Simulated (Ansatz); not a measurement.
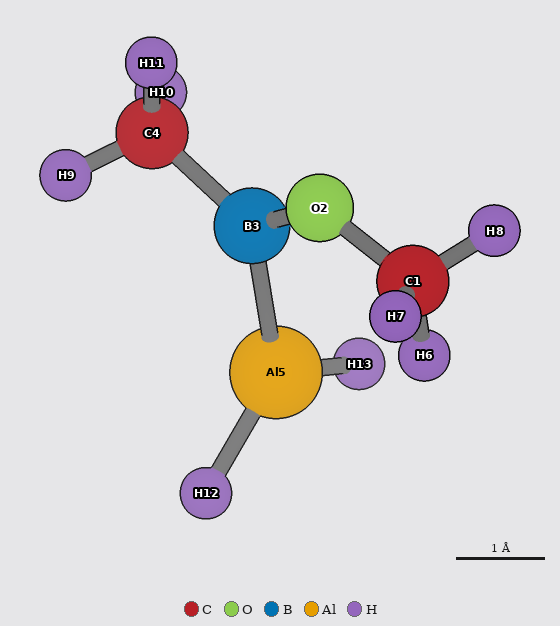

Figure 1. The structure (ball-and-stick view, seen at a tilt; atoms are numbered from 1 in the order of the input). Sticks mark near contacts.

# C$_{2}$H$_{8}$AlBO: a changed input and its effect

System: C$_{2}$H$_{8}$AlBO.
Method of the first run: RKS PBE-D4/def2-TZVPP (Ansatz 0.2.0).

The geometry comes from this level: PBE0-D4/def2-TZVP. Text and figures count atoms from 1; the logs count them from 0 in places.

Input file, the first run:
```yaml
crystal:
  periodic: [false, false, false]
  atoms:
    - {symbol: C, position_ang: [-1.823208, 0.444922, 0.872257]}
    - {symbol: O, position_ang: [-0.800860, -0.512696, 0.779733]}
    - {symbol: B, position_ang: [0.309876, -0.371983, 0.016740]}
    - {symbol: C, position_ang: [1.330704, -1.567448, 0.064345]}
    - {symbol: Al, position_ang: [0.701763, 1.373376, -1.207488]}
    - {symbol: H, position_ang: [-1.613918, 1.325219, 0.248146]}
    - {symbol: H, position_ang: [-1.924534, 0.769139, 1.910243]}
    - {symbol: H, position_ang: [-2.766540, 0.001999, 0.545566]}
    - {symbol: H, position_ang: [2.307191, -1.223541, 0.425688]}
    - {symbol: H, position_ang: [1.514203, -1.965167, -0.940485]}
    - {symbol: H, position_ang: [0.995302, -2.387362, 0.705632]}
    - {symbol: H, position_ang: [1.552586, 2.615443, -0.671207]}
    - {symbol: H, position_ang: [0.237937, 1.463300, -2.734367]}
basis:
  gaussian: {orbitals: def2-TZVPP}
hamiltonian: {xc: pbe, dispersion: d4}
output: {forces: true, orbitals: {seedname: orbitals}}
```

Command:
```bash
ansatz run in.yaml --threads 4 --pin off --events-out ev --progress --plain --max-ram 10444MiB
```

Hardware: 4 threads of Arm Neoverse V1, 23 GiB of memory available, shared host.

Output (the first run):
```
Functional definition: PBE
  parameter kappa = 0.804
  parameter beta = 0.06672455060314922
  exchange = pbe_x(kappa = kappa, mu = beta*pi^2/3)
  correlation = pbe_c(beta = beta)
1421 factors; their error is unknown
mean field evaluation 1: about -11501.9699 eV, gradient 8.1e1 eV
mean field evaluation 2: about -11434.8450 eV, gradient 1.7e2 eV
mean field evaluation 4: about -11516.1964 eV, gradient 1.6e1 eV
mean field evaluation 8: about -11516.7088 eV, gradient 1.0e-1 eV
mean field evaluation 16: about -11516.6779 eV, gradient 9.1e-3 eV
mean field -11516.67791130 eV, -423.2301069555 hartree, gradient 1.8e-5 eV, S^2 0.000000; 0 other end points of the search recorded, 0 dependent functions left out
the calculation of the forces begins
reference -11516.67796820 eV, -423.2301090466 hartree; 23, 23 occupied and 255, 255 virtual orbitals, 1421 factors
Total energy: -11516.91087091 eV, -423.2386680633 hartree
Atom 0 at    -1.823208     0.444922     0.872257 Å, force    -0.211550     0.175049     0.032161 eV/Å
Atom 1 at    -0.800860    -0.512696     0.779733 Å, force     0.010300    -0.398827     0.216140 eV/Å
Atom 2 at     0.309876    -0.371983     0.016740 Å, force     0.281502     0.094865    -0.227196 eV/Å
Atom 3 at     1.330704    -1.567448     0.064345 Å, force    -0.066833     0.087002    -0.007821 eV/Å
Atom 4 at     0.701763     1.373376    -1.207488 Å, force    -0.050636    -0.056908     0.063644 eV/Å
Atom 5 at    -1.613918     1.325219     0.248146 Å, force     0.049660     0.209187    -0.148128 eV/Å
Atom 6 at    -1.924534     0.769139     1.910243 Å, force    -0.032631     0.072358     0.221334 eV/Å
Atom 7 at    -2.766540     0.001999     0.545566 Å, force    -0.208705    -0.088209    -0.063438 eV/Å
Atom 8 at     2.307191    -1.223541     0.425688 Å, force     0.191661     0.051750     0.059570 eV/Å
Atom 9 at     1.514203    -1.965167    -0.940485 Å, force     0.048574    -0.080679    -0.185116 eV/Å
Atom 10 at     0.995302    -2.387362     0.705632 Å, force    -0.062474    -0.168391     0.128207 eV/Å
Atom 11 at     1.552586     2.615443    -0.671207 Å, force     0.071430     0.091999     0.027661 eV/Å
Atom 12 at     0.237937     1.463300    -2.734367 Å, force    -0.020299     0.010803    -0.117020 eV/Å
Dipole moment:    -0.225785    -0.060476     0.175142 e Å
```

For the second run the input was changed thus:
```diff
-hamiltonian: {xc: pbe, dispersion: d4}
+hamiltonian: {xc: {name: B3LYP}, dispersion: d4}
```

How does the second run compare with the first run?

The total energies belong to different models, so their difference says nothing on which is more stable or more accurate. The largest force goes from 0.454 to 0.386 eV/Å. The HOMO goes from −5.57 to −6.55 eV. The LUMO goes from −2.35 to −1.77 eV. The dipole moment goes from 1.40 to 1.33 D. On the same kind of shared host the second run took about 1.8 times as long.

Output (the second run):
```
Functional definition: B3LYP
  parameter a0 = 0.2
  parameter ax = 0.72
  parameter ac = 0.81
  exchange = (1 - a0 - ax)*slater_x + ax*b88_x + a0*exact_x
  correlation = (1 - ac)*vwn_rpa_c + ac*lyp_c
1445 factors; their error is unknown
mean field evaluation 1: about -11517.0363 eV, gradient 7.1e1 eV
mean field evaluation 2: about -11502.3196 eV, gradient 1.1e2 eV
mean field evaluation 4: about -11528.0054 eV, gradient 7.8e0 eV
mean field evaluation 8: about -11528.1214 eV, gradient 1.6e-1 eV
mean field evaluation 16: about -11528.1166 eV, gradient 4.7e-4 eV
mean field -11528.11659531 eV, -423.6504708397 hartree, gradient 2.6e-5 eV, S^2 0.000000; 0 other end points of the search recorded, 0 dependent functions left out
the calculation of the forces begins
reference -11528.11693780 eV, -423.6504834258 hartree; 23, 23 occupied and 255, 255 virtual orbitals, 1445 factors
Total energy: -11528.48992844 eV, -423.6641905789 hartree
Atom 0 at    -1.823208     0.444922     0.872257 Å, force    -0.304548     0.230595     0.058184 eV/Å
Atom 1 at    -0.800860    -0.512696     0.779733 Å, force     0.128585    -0.159111     0.009323 eV/Å
Atom 2 at     0.309876    -0.371983     0.016740 Å, force     0.099681     0.033658    -0.081832 eV/Å
Atom 3 at     1.330704    -1.567448     0.064345 Å, force     0.066607    -0.058117    -0.004711 eV/Å
Atom 4 at     0.701763     1.373376    -1.207488 Å, force     0.033516     0.057141    -0.053288 eV/Å
Atom 5 at    -1.613918     1.325219     0.248146 Å, force    -0.035152    -0.048835     0.049234 eV/Å
Atom 6 at    -1.924534     0.769139     1.910243 Å, force    -0.003933    -0.010545    -0.055536 eV/Å
Atom 7 at    -2.766540     0.001999     0.545566 Å, force     0.042443     0.031618     0.020051 eV/Å
Atom 8 at     2.307191    -1.223541     0.425688 Å, force    -0.029657    -0.028434    -0.011287 eV/Å
Atom 9 at     1.514203    -1.965167    -0.940485 Å, force    -0.000335     0.000914     0.042087 eV/Å
Atom 10 at     0.995302    -2.387362     0.705632 Å, force     0.024663     0.026871    -0.029218 eV/Å
Atom 11 at     1.552586     2.615443    -0.671207 Å, force    -0.048604    -0.070491    -0.030360 eV/Å
Atom 12 at     0.237937     1.463300    -2.734367 Å, force     0.026736    -0.005264     0.087353 eV/Å
Dipole moment:    -0.224980    -0.031089     0.158003 e Å
```

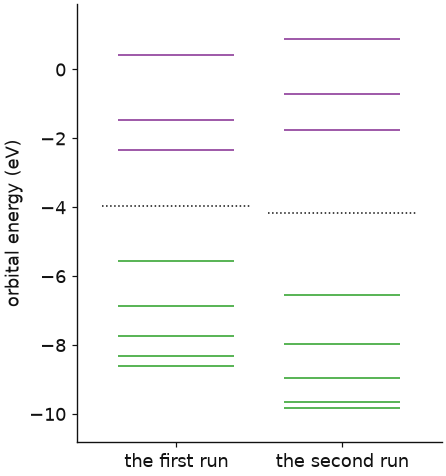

Figure 2. The five highest filled and three lowest empty orbital energies of the two runs; the dotted lines part filled from empty levels. The HOMO–LUMO gap is 3.22 eV in the first run and 4.78 eV in the second run.

The two runs side by side:

```tsv
quantity	the first run	the second run
outcome	converged	converged
total energy (hartree)	−423.238668	−423.664191
HOMO (eV)	−5.57	−6.55
LUMO (eV)	−2.35	−1.77
dipole moment (D)	1.40	1.33
largest force (eV/Å)	0.454	0.386
basis functions	278	278
wall time (shared host)	3 s	5.5 s
```
